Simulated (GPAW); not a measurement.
## Quasiparticle gap of SnSe (Pnma) in GPAW

Wanted: ground state, empty states, screening and self-energy for SnSe (Pnma).

Method: PBE and many-body steps on it, plane waves, in GPAW 26.7.0.

The database entry behind the starting cell differs from later determinations by our own check (an axis about 0.9 % long against later determinations), so it need not match the best structure at ambient conditions.

## 1. Starting point

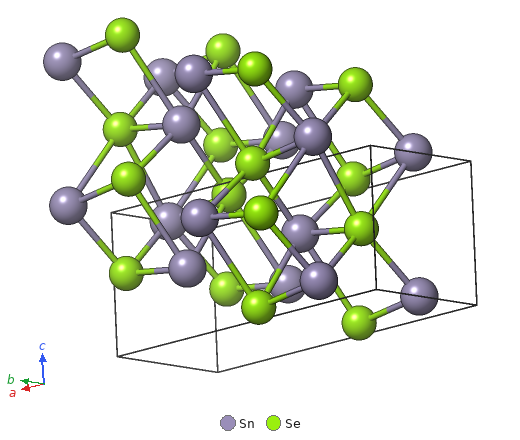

The cell as given, from a free direction (tin purple, selenium green). 1×2×2 cells are drawn.

The cell and positions come from the Crystallography Open Database and are kept as given unless a step says otherwise.

## 2. Ground state

This step: GPAW 26.7.0; DFT, PBE, plane waves, PAW.

The ground-state density comes first.

Input file run.py:

```python
import json
import numpy as np
from gpaw.mpi import world
from ase import Atoms
from gpaw import GPAW, PW, FermiDirac

atoms = Atoms(['Sn', 'Sn', 'Sn', 'Sn', 'Se', 'Se', 'Se', 'Se'],
    cell=[[11.4200000000, 0.0000000000, 0.0000000000],
      [0.0000000000, 4.1900000000, 0.0000000000],
      [0.0000000000, 0.0000000000, 4.4600000000]],
    scaled_positions=[[0.1230000000, 0.2500000000, 0.0910000000],
      [0.3770000000, 0.7500000000, 0.5910000000],
      [0.6230000000, 0.2500000000, 0.4090000000],
      [0.8770000000, 0.7500000000, 0.9090000000],
      [0.3570000000, 0.2500000000, 0.0160000000],
      [0.1430000000, 0.7500000000, 0.5160000000],
      [0.8570000000, 0.2500000000, 0.4840000000],
      [0.6430000000, 0.7500000000, 0.9840000000]],
    pbc=(True, True, True))
calc = GPAW(mode=PW(450),
    xc='PBE',
    kpts={'size': (2, 6, 6), 'gamma': True},
    occupations=FermiDirac(0.001),
    nbands=-10,
    convergence={'density': 1e-6, 'bands': -3},
    maxiter=100,
    txt='gs.txt')
atoms.calc = calc
res = {'energy': atoms.get_potential_energy(), 'forces': atoms.get_forces(), 'stress': atoms.get_stress()}
kpts = calc.get_ibz_k_points()
res['kpts'] = kpts
res['eigenvalues'] = [calc.get_eigenvalues(kpt=k) for k in range(len(kpts))]
res['n_electrons'] = calc.get_number_of_electrons()
calc.write('gs.gpw')

if world.rank == 0:
    with open('result.json', 'w') as f:
        json.dump(res, f, default=lambda x: x.tolist())
```

Started as:

```console
mpirun -n 8 gpaw python run.py
```

Numbers of over 12 decimals in the logs are rounded to 6 here.

The log of the run:

```text
__  _  _
 | _ |_)|_||  |
 |__||  | ||/\| - 26.7.0

Input parameters:
  mode=PW(ecut=450.000000),
  convergence={'density': 1e-06, 'bands': -3},
  kpts=MonkhorstPack(size=(2, 6, 6), gamma=True),
  maxiter=100,
  nbands=-10,
  occupations=Occupations(name='fermi-dirac', width=0.001, fixmagmom=False),
  xc=XC(name='PBE')
  [... matrices ...]
Diagonalizing LCAO Hamiltonian
Converting LCAO to pw mode
    .---------------------------.
   /|                Se     Sn  |
  / |                           |
 *  |  Se     Sn                |
 |  |                           |
 |  .--------------Sn-----Se----.
 | /                           /
 |/  Sn     Se                /
 *---------------------------*

Atoms  # Å, Bohr magnetons
|   | symbol |         x |        y |        z |    initial magnetic moments |
| 0 |     Sn |  1.404660 | 1.047500 | 0.405860 | ( 0.0000,  0.0000,  0.0000) |
| 1 |     Sn |  4.305340 | 3.142500 | 2.635860 | ( 0.0000,  0.0000,  0.0000) |
| 2 |     Sn |  7.114660 | 1.047500 | 1.824140 | ( 0.0000,  0.0000,  0.0000) |
| 3 |     Sn | 10.015340 | 3.142500 | 4.054140 | ( 0.0000,  0.0000,  0.0000) |
| 4 |     Se |  4.076940 | 1.047500 | 0.071360 | ( 0.0000,  0.0000,  0.0000) |
| 5 |     Se |  1.633060 | 3.142500 | 2.301360 | ( 0.0000,  0.0000,  0.0000) |
| 6 |     Se |  9.786940 | 1.047500 | 2.158640 | ( 0.0000,  0.0000,  0.0000) |
| 7 |     Se |  7.343060 | 3.142500 | 4.388640 | ( 0.0000,  0.0000,  0.0000) |

Unit cell  # Å
| periodic |         x |        y |        z |   lengths |    angles |
|      yes | 11.420000 | 0.000000 | 0.000000 | 11.420000 | 90.000000 |
|      yes |  0.000000 | 4.190000 | 0.000000 |  4.190000 | 90.000000 |
|      yes |  0.000000 | 0.000000 | 4.460000 |  4.460000 | 90.000000 |

Number of symmetries: 2
Symmetry operations  # r_c * U_cc + t_c -> r_c
|   | kind |            matrix            |
| 0 |  E   |  1, 0, 0,  0, 1, 0,  0, 0, 1 |
| 1 |  i   | -1, 0, 0,  0,-1, 0,  0, 0,-1 |

BZ-sampling:
  Number of BZ points: 72
  Number of IBZ points: 40

  Monkhorst-Pack size: [2, 6, 6]
  Monkhorst-Pack shift: [0.25, 0.083333, 0.083333]

K-points  # in reciprocal-cell coordinates
|     |                                coordinates |     weight |
|   0 | (  0.00000000,   0.00000000,   0.00000000) | 0.01388889 |
|   1 | (  0.00000000,   0.00000000,   0.16666667) | 0.02777778 |
|   2 | (  0.00000000,   0.00000000,   0.33333333) | 0.02777778 |
|   3 | (  0.00000000,   0.00000000,   0.50000000) | 0.01388889 |
|   4 | (  0.00000000,   0.16666667,  -0.33333333) | 0.02777778 |
|   5 | (  0.00000000,   0.16666667,  -0.16666667) | 0.02777778 |
|   6 | (  0.00000000,   0.16666667,   0.00000000) | 0.02777778 |
|   7 | (  0.00000000,   0.16666667,   0.16666667) | 0.02777778 |
|   8 | (  0.00000000,   0.16666667,   0.33333333) | 0.02777778 |
|   9 | (  0.00000000,   0.16666667,   0.50000000) | 0.02777778 |
| ... |                                            |            |
|  39 | (  0.50000000,   0.50000000,   0.50000000) | 0.01388889 |

Plane wave coefficients: 4644
Cutoff: 450.000000 eV

Spin-components: 1 (collinear spins)
Bands:           50
Projectors:      44
Spin-degeneracy: 2
Datatype:        complex128

  Storage: CPU
  Wave functions: 148_064_000 bytes (18_508_000 per core)
  Projectors: 82_915_840 bytes (10_364_480 per core)
  [... matrices ...]
Parallelization:
  kpt:    8
  domain: 1
  band:   1

Density:
  Valence electrons: 80.0
  Components: 1
  Grid points: [56 21 24]
  Charge: 0.0  # |e|

Potential:
  Grid points: [56 21 24]

species:
  Sn:
    name:    Tin
    Z:       50.0
    valence: 14
    core:    36
    charge:  0.0  # [|e|]
    compensation charges:
      type: gauss
      rc: 0.38  # [Å]
      lmax: 2
    cutoffs:
      filter: 2.23  # [Å]
      core: 2.35  # [Å]
    projectors
    | kind |    occ | energy [eV] | rcut [Å] |
    |   5s |  2.000 |     -10.538 |    1.201 |
    |   5p |  2.000 |      -3.696 |    1.270 |
    |   4d | 10.000 |     -25.845 |    1.185 |
    |    s |        |      16.674 |    1.201 |
    |    p |        |      23.515 |    1.270 |
    |    d |        |       1.367 |    1.185 |

    Using partial waves for Sn as LCAO basis

  Se:
    name:    Selenium
    Z:       34.0
    valence: 6
    core:    28
    charge:  0.0  # [|e|]
    compensation charges:
      type: gauss
      rc: 0.27  # [Å]
      lmax: 2
    cutoffs:
      filter: 1.77  # [Å]
      core: 2.67  # [Å]
    projectors
    | kind |    occ | energy [eV] | rcut [Å] |
    |   4s |  2.000 |     -17.277 |    0.847 |
    |   4p |  4.000 |      -6.512 |    1.005 |
    |    s |        |       9.935 |    0.847 |
    |    p |        |      20.699 |    1.005 |
    |    d |        |       0.000 |    0.847 |

    Using partial waves for Se as LCAO basis

Reference energy: -936456.901751  # eV

eigensolver:
  PPCG
  Converge bands: -3
  niter=2

density mixing:
  MSR1-Mixer
  Pratt-step length: 0.05
  Maximum mixing coefficient: 0.75
  Old densities: 10
  SVD Regularization: 0.005
  Good broyden scale: 1.0
  Trust region scale: 1.0
  Backstep threshold: 4.0
  History deletion threshold: 6.0
  Fourier metric: weight=20.0, sigma=0.015

occupation numbers:
  Fermi-Dirac:
    width: 0.0010  # eV

poisson solver:
  ecut: 3600.000000  # eV

xc functional:
  name: PBE with 2 nearest neighbor stencil

Initialization done in: 5.590 s

convergence criteria:
- Maximum integral of absolute [dens]ity change: 1e-06 electrons / valence electron
- Maximum [total energy] change in last 3 cyles: 0.0005 eV / valence electron
- Maximum integral of absolute [eigenst]ate change: 4e-08 eV^2 / valence electron
maximum number of iterations: 100

SCF iterations
|iter     |     time |      energy | eigst |  dens |
|iter:   1|  |  -33.944235 | +0.35 |       |
|iter:   2|  |  -33.832359 | -0.77 | -1.31 |
|iter:   3|  |  -33.375428 | -1.19 | -1.36 |
|iter:   4|  |  -33.363011 | -1.71 | -1.81 |
|iter:   5|  |  -33.360405c| -2.25 | -2.26 |
|iter:   6|  |  -33.360826c| -2.68 | -2.64 |
|iter:   7|  |  -33.360894c| -3.00 | -3.28 |
|iter:   8|  |  -33.360898c| -3.22 | -3.89 |
|iter:   9|  |  -33.360899c| -3.49 | -4.62 |
|iter:  10|  |  -33.360899c| -3.68 | -5.11 |
|iter:  11|  |  -33.360899c| -3.87 | -5.83 |
|iter:  12|  |  -33.360899c| -3.90 | -6.18c|
|iter:  13|  |  -33.360899c| -4.13 | -6.75c|
|iter:  14|  |  -33.360899c| -4.46 | -7.15c|
|iter:  15|  |  -33.360899c| -4.61 | -7.65c|
|iter:  16|  |  -33.360899c| -5.08 | -7.80c|
|iter:  17|  |  -33.360899c| -3.40 | -8.27c|
|iter:  18|  |  -33.360899c| -4.45 | -8.64c|
|iter:  19|  |  -33.360899c| -5.27 | -8.81c|
|iter:  20|  |  -33.360899c| -5.92 | -8.93c|
|iter:  21|  |  -33.360899c| -6.41 | -9.23c|
|iter:  22|  |  -33.360899c| -6.71 | -9.62c|
|iter:  23|  |  -33.360899c| -7.12 | -9.62c|
|iter:  24|  |  -33.360899c| -7.44c| -9.92c|

Converged in 24 steps
SCF loop duration: 111.054 s (4.627 s/step)
Energy contributions relative to reference atoms: (reference = -936456.901751)
  [... matrices ...]
Energy contributions:
  Kinetic:          60.693868
  Coulomb:         -59.945534
  Zero:             -0.119576
  External:          0.000000
  Xc:              -33.989656
  Entropy:          -0.000000
  Spinorbit:         0.000000
  ----------------------------
  Free energy:     -33.360899
  Extrapolated:    -33.360899

dipole moment: (0.000195, 0.000071, 0.000076)  # |e|*Ang

Fermi level: 6.304
Eigenvalues  # (at kpt = [0.000, 0.000, 0.000])
| band index |      eig [eV] | occ [0-2] |
|          0 |       -15.381 |     2.000 |
|        ... |               |           |
|         32 |         3.043 |     2.000 |
|         33 |         3.109 |     2.000 |
|         34 |         3.722 |     2.000 |
|         35 |         4.127 |     2.000 |
|         36 |         4.404 |     2.000 |
|         37 |         4.772 |     2.000 |
|         38 |         5.186 |     2.000 |
|         39 |         5.403 |     2.000 |
|         40 |         6.747 |     0.000 |
[...]
|         47 |        10.469 |     0.000 |
|        ... |               |           |
|         49 |        10.592 |     0.000 |

Gap: 0.533 eV
Transition (v -> c):
  (s=0, k=2, n=39, [0.00, 0.00, 0.33]) -> (s=0, k=12, n=40, [0.00, 0.33, 0.00])
Direct/indirect transitions are different
Direct gap: 0.700 eV
Transition at: (s=0, k=12, n=39, [0.00, 0.33, 0.00])
  [... matrices ...]
Forces  # eV/Ang
|        x |        y |        z |
| -0.28939 | -0.00012 |  0.02652 |  # Sn   0
|  0.28939 |  0.00012 |  0.02652 |  # Sn   1
| -0.28939 | -0.00012 | -0.02652 |  # Sn   2
|  0.28939 |  0.00012 | -0.02652 |  # Sn   3
|  0.23414 |  0.00000 | -0.04282 |  # Se   4
| -0.23414 | -0.00000 | -0.04282 |  # Se   5
|  0.23414 |  0.00000 |  0.04282 |  # Se   6
| -0.23414 | -0.00000 |  0.04282 |  # Se   7

Force computation time: 0.606  # s

Stress tensor  # eV/Ang^3
|         x |         y |         z |
| -0.020129 | -0.000000 |  0.000000 |
| -0.000000 | -0.003219 | -0.000000 |
|  0.000000 | -0.000000 | -0.002018 |

Stress computation time: 2.787  # s

# Writing to gs.gpw (mode='')
  [... matrices ...]
```

It took 2.1 min on 8 MPI ranks of Arm Neoverse V1, shared host; peak memory 1.8 GiB.

This step gave:

* total energy: -33.36 eV
* gap: 0.5330 eV
* k of the valence top: 0, 0, 0.3333
* k of the conduction bottom: 0, 0.3333, 0
* least direct gap: 0.7003 eV
* pressure: 1.355 GPa

The gap is indirect, with the least direct gap 0.17 eV higher.

## 3. Bands along the symmetry lines

Levels along a band path, at the cheap level, show where the edges lie and whether the meshes to come will hold them.

Input file run.py:

```python
import json
import numpy as np
from gpaw.mpi import world
from gpaw import GPAW

path = [[0.000000, 0.000000, 0.000000],
    [0.062500, 0.000000, 0.000000],
    [0.125000, 0.000000, 0.000000],
    [0.187500, 0.000000, 0.000000],
    [0.250000, 0.000000, 0.000000],
    [0.312500, 0.000000, 0.000000],
    [0.375000, 0.000000, 0.000000],
    [0.437500, 0.000000, 0.000000],
    [0.500000, 0.000000, 0.000000],
    [0.500000, 0.062500, 0.000000],
    [0.500000, 0.125000, 0.000000],
    [0.500000, 0.187500, 0.000000],
    [0.500000, 0.250000, 0.000000],
    [0.500000, 0.312500, 0.000000],
    [0.500000, 0.375000, 0.000000],
    [0.500000, 0.437500, 0.000000],
    [0.500000, 0.500000, 0.000000],
    [0.437500, 0.500000, 0.000000],
    [0.375000, 0.500000, 0.000000],
    [0.312500, 0.500000, 0.000000],
    [0.250000, 0.500000, 0.000000],
    [0.187500, 0.500000, 0.000000],
    [0.125000, 0.500000, 0.000000],
    [0.062500, 0.500000, 0.000000],
    [0.000000, 0.500000, 0.000000],
    [0.000000, 0.437500, 0.000000],
    [0.000000, 0.375000, 0.000000],
    [0.000000, 0.312500, 0.000000],
    [0.000000, 0.250000, 0.000000],
    [0.000000, 0.187500, 0.000000],
    [0.000000, 0.125000, 0.000000],
    [0.000000, 0.062500, 0.000000],
    [0.000000, 0.000000, 0.000000],
    [0.000000, 0.000000, 0.062500],
    [0.000000, 0.000000, 0.125000],
    [0.000000, 0.000000, 0.187500],
    [0.000000, 0.000000, 0.250000],
    [0.000000, 0.000000, 0.312500],
    [0.000000, 0.000000, 0.375000],
    [0.000000, 0.000000, 0.437500],
    [0.000000, 0.000000, 0.500000],
    [0.062500, 0.000000, 0.500000],
    [0.125000, 0.000000, 0.500000],
    [0.187500, 0.000000, 0.500000],
    [0.250000, 0.000000, 0.500000],
    [0.312500, 0.000000, 0.500000],
    [0.375000, 0.000000, 0.500000],
    [0.437500, 0.000000, 0.500000],
    [0.500000, 0.000000, 0.500000],
    [0.500000, 0.062500, 0.500000],
    [0.500000, 0.125000, 0.500000],
    [0.500000, 0.187500, 0.500000],
    [0.500000, 0.250000, 0.500000],
    [0.500000, 0.312500, 0.500000],
    [0.500000, 0.375000, 0.500000],
    [0.500000, 0.437500, 0.500000],
    [0.500000, 0.500000, 0.500000],
    [0.437500, 0.500000, 0.500000],
    [0.375000, 0.500000, 0.500000],
    [0.312500, 0.500000, 0.500000],
    [0.250000, 0.500000, 0.500000],
    [0.187500, 0.500000, 0.500000],
    [0.125000, 0.500000, 0.500000],
    [0.062500, 0.500000, 0.500000],
    [0.000000, 0.500000, 0.500000],
    [0.000000, 0.437500, 0.500000],
    [0.000000, 0.375000, 0.500000],
    [0.000000, 0.312500, 0.500000],
    [0.000000, 0.250000, 0.500000],
    [0.000000, 0.187500, 0.500000],
    [0.000000, 0.125000, 0.500000],
    [0.000000, 0.062500, 0.500000],
    [0.000000, 0.000000, 0.500000],
    [0.500000, 0.000000, 0.000000],
    [0.500000, 0.000000, 0.062500],
    [0.500000, 0.000000, 0.125000],
    [0.500000, 0.000000, 0.187500],
    [0.500000, 0.000000, 0.250000],
    [0.500000, 0.000000, 0.312500],
    [0.500000, 0.000000, 0.375000],
    [0.500000, 0.000000, 0.437500],
    [0.500000, 0.000000, 0.500000],
    [0.000000, 0.500000, 0.000000],
    [0.000000, 0.500000, 0.062500],
    [0.000000, 0.500000, 0.125000],
    [0.000000, 0.500000, 0.187500],
    [0.000000, 0.500000, 0.250000],
    [0.000000, 0.500000, 0.312500],
    [0.000000, 0.500000, 0.375000],
    [0.000000, 0.500000, 0.437500],
    [0.000000, 0.500000, 0.500000],
    [0.500000, 0.500000, 0.000000],
    [0.500000, 0.500000, 0.062500],
    [0.500000, 0.500000, 0.125000],
    [0.500000, 0.500000, 0.187500],
    [0.500000, 0.500000, 0.250000],
    [0.500000, 0.500000, 0.312500],
    [0.500000, 0.500000, 0.375000],
    [0.500000, 0.500000, 0.437500],
    [0.500000, 0.500000, 0.500000]]
calc = GPAW('gs.gpw').fixed_density(kpts=path,
    symmetry='off',
    nbands=50,
    convergence={'bands': 46},
    txt='bands.txt')
res = {}
kpts = calc.get_ibz_k_points()
res['kpts'] = kpts
res['eigenvalues'] = [calc.get_eigenvalues(kpt=k) for k in range(len(kpts))]
res['n_electrons'] = calc.get_number_of_electrons()

if world.rank == 0:
    with open('result.json', 'w') as f:
        json.dump(res, f, default=lambda x: x.tolist())
```

Started as:

```console
mpirun -n 8 gpaw python run.py
```

The log of the run:

```text
Diagonalizing LCAO Hamiltonian
Converting LCAO to pw mode
convergence criteria:
- Maximum integral of absolute [eigenst]ate change: 4e-08 eV^2 / valence electron
maximum number of iterations: 100

SCF iterations
|iter     |     time |      energy | eigst |  dens |
|iter:   1|  |             | +0.36 |       |
|iter:   2|  |             | -0.66 |       |
|iter:   3|  |             | -1.43 |       |
[...]
|iter:  17|  |             | -6.84 |       |
|iter:  18|  |             | -7.16 |       |
|iter:  19|  |             | -7.46c|       |
SCF steps: 19
  __  _  _
 | _ |_)|_||  |
 |__||  | ||/\| - 26.7.0

Input parameters:
  mode=PW(ecut=450.000000),
  convergence={'bands': 46},
  gpts=array([56, 21, 24]),
  kpts=KPoints(kpts=array([[0.    , 0.    , 0.    ],
         [0.0625, 0.    , 0.    ],
         [0.125 , 0.    , 0.    ],
         [0.1875, 0.    , 0.    ],
         [0.25  , 0.    , 0.    ],
         [0.3125, 0.    , 0.    ],
         [0.375 , 0.    , 0.    ],
[...]
[0.5   , 0.0625, 0.    ],
[...]
[0.5   , 0.1875, 0.    ],
[...]
[0.5   , 0.3125, 0.    ],
[...]
[0.    , 0.    , 0.0625],
[...]
[0.    , 0.    , 0.1875],
[...]
[0.    , 0.    , 0.3125],
[...]
[0.1875, 0.5   , 0.5   ],
[...]
[0.0625, 0.5   , 0.5   ],
[...]
[0.    , 0.1875, 0.5   ],
[...]
[0.    , 0.0625, 0.5   ],
[...]
[0.5   , 0.5   , 0.25  ],
         [0.5   , 0.5   , 0.3125],
         [0.5   , 0.5   , 0.375 ],
         [0.5   , 0.5   , 0.4375],
         [0.5   , 0.5   , 0.5   ]])),
  maxiter=100,
  nbands=50,
  occupations=Occupations(name='fermi-dirac', width=0.001, fixmagmom=False),
  parallel={},
  symmetry=Symmetry(point_group=False, time_reversal=False),
  xc=XC(name='PBE')
```

The job ended after 2.8 min (8 MPI ranks; peak memory 2.3 GiB; 18 min of CPU time).

Numbers from this step:

```
gap                        : 0.5865 eV
k of the valence top       : 0, 0, 0.3125
k of the conduction bottom : 0, 0.3125, 0
least direct gap           : 0.6562 eV
```

The gap is 0.586 eV, +0.053 eV from the run before at this level.

The electronic bands at the labelled points (eV, zero at the top of the highest filled band):

```tsv
point	band 37	band 38	band 39	band 40	band 41	band 42	band 43	band 44
Γ	-1.52	-1.16	-0.74	-0.52	0.82	2.98	3.07	3.10
X	-1.81	-1.81	-0.60	-0.60	2.67	2.67	2.86	2.86
S	-0.97	-0.97	-0.97	-0.97	1.43	1.43	1.43	1.43
Y	-0.99	-0.99	-0.71	-0.71	0.94	0.94	1.43	1.43
Γ	-1.52	-1.16	-0.74	-0.52	0.82	2.98	3.07	3.10
Z	-0.74	-0.74	-0.27	-0.27	1.29	1.29	1.61	1.61
U	-0.51	-0.51	-0.25	-0.25	1.28	1.28	1.63	1.63
R	-1.50	-1.50	-1.50	-1.50	2.65	2.65	2.65	2.65
T	-2.21	-2.21	-1.48	-1.48	2.89	2.89	3.14	3.14
Z	-0.74	-0.74	-0.27	-0.27	1.29	1.29	1.61	1.61
jump to X	-1.81	-1.81	-0.60	-0.60	2.67	2.67	2.86	2.86
U	-0.51	-0.51	-0.25	-0.25	1.28	1.28	1.63	1.63
jump to Y	-0.99	-0.99	-0.71	-0.71	0.94	0.94	1.43	1.43
T	-2.21	-2.21	-1.48	-1.48	2.89	2.89	3.14	3.14
jump to S	-0.97	-0.97	-0.97	-0.97	1.43	1.43	1.43	1.43
R	-1.50	-1.50	-1.50	-1.50	2.65	2.65	2.65	2.65
```

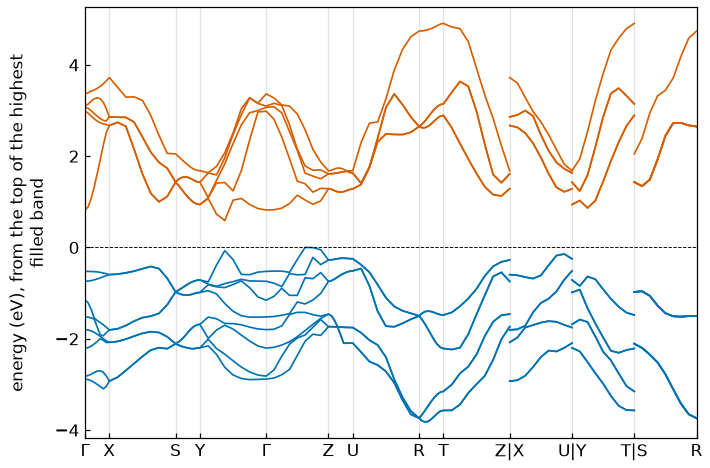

Electronic bands along the path; lines of filled and empty bands in two colours.

## 4. Empty states on the mesh, 2×4×4 mesh, 263 bands

The sums over transitions need many empty states on a uniform mesh; this step solves for them.

Input file run.py:

```python
import json
import numpy as np
from gpaw.mpi import world
from gpaw import GPAW

calc = GPAW('gs.gpw').fixed_density(kpts={'size': (2, 4, 4), 'gamma': True},
    nbands=306,
    convergence={'bands': 263},
    update_fermi_level=True,
    txt='nscf.txt')
calc.write('full.gpw', mode='all')
res = {}
kpts = calc.get_ibz_k_points()
res['kpts'] = kpts
res['eigenvalues'] = [calc.get_eigenvalues(kpt=k) for k in range(len(kpts))]
res['n_electrons'] = calc.get_number_of_electrons()

if world.rank == 0:
    with open('result.json', 'w') as f:
        json.dump(res, f, default=lambda x: x.tolist())
```

Started as:

```console
mpirun -n 8 gpaw python run.py
```

The log of the run:

```text
Diagonalizing LCAO Hamiltonian
Converting LCAO to pw mode
convergence criteria:
- Maximum integral of absolute [eigenst]ate change: 4e-08 eV^2 / valence electron
maximum number of iterations: 100

SCF iterations
|iter     |     time |      energy | eigst |  dens |
|iter:   1|  |             | +3.95 |       |
|iter:   2|  |             | +2.76 |       |
|iter:   3|  |             | +1.69 |       |
[...]
|iter:  15|  |             | -6.75 |       |
|iter:  16|  |             | -6.93 |       |
|iter:  17|  |             | -7.41c|       |
SCF steps: 17
  __  _  _
 | _ |_)|_||  |
 |__||  | ||/\| - 26.7.0

Input parameters:
  mode=PW(ecut=450.000000),
  convergence={'bands': 263},
  gpts=array([56, 21, 24]),
  kpts=MonkhorstPack(size=(2, 4, 4), gamma=True),
  maxiter=100,
  nbands=306,
  occupations=Occupations(name='fermi-dirac', width=0.001, fixmagmom=False),
  parallel={},
  xc=XC(name='PBE')
# Writing to full.gpw (mode='all')
  [... matrices ...]

timing:  # [seconds]
  Total: 0.376  # ━━━━━━━━━━━━━━━━━━━━━━━━━━━━━━━━━━━━━━━━━━━━━━━━━━━━━━━━━━━
```

It took 8.8 min on 8 MPI ranks; peak memory 2.2 GiB.

Numbers from this step:

```
gap                                                           : 1.068 eV
k of the valence top                                          : 0.5, 0, 0.5
k of the conduction bottom                                    : 0, 0, 0
least direct gap                                              : 1.300 eV
k points computed                                             : 20
lowest point of the top converged band, above the valence top : 51.2384 eV
```

On this mesh the gap is 1.068 eV. The earlier step found 0.533 eV, so this mesh misses an edge.

(Continued in part 2 of 2.)

[Paths, hosts, dates, memory and timing lines, banners, echoed tables and standing remarks are left out of the program output.]

[Logs are printed without paths, hosts, clocks, repeated set-up lines and the standing remarks that a program may print on its own settings, such as how far it seeks lower states.]

[Runs of the session that timed out or met a known fault of the program may be left out.]

[Hosts, paths, dates, database ids (printed as entryN), source tags and the programs' standing remarks are cut or masked in the printed files.]
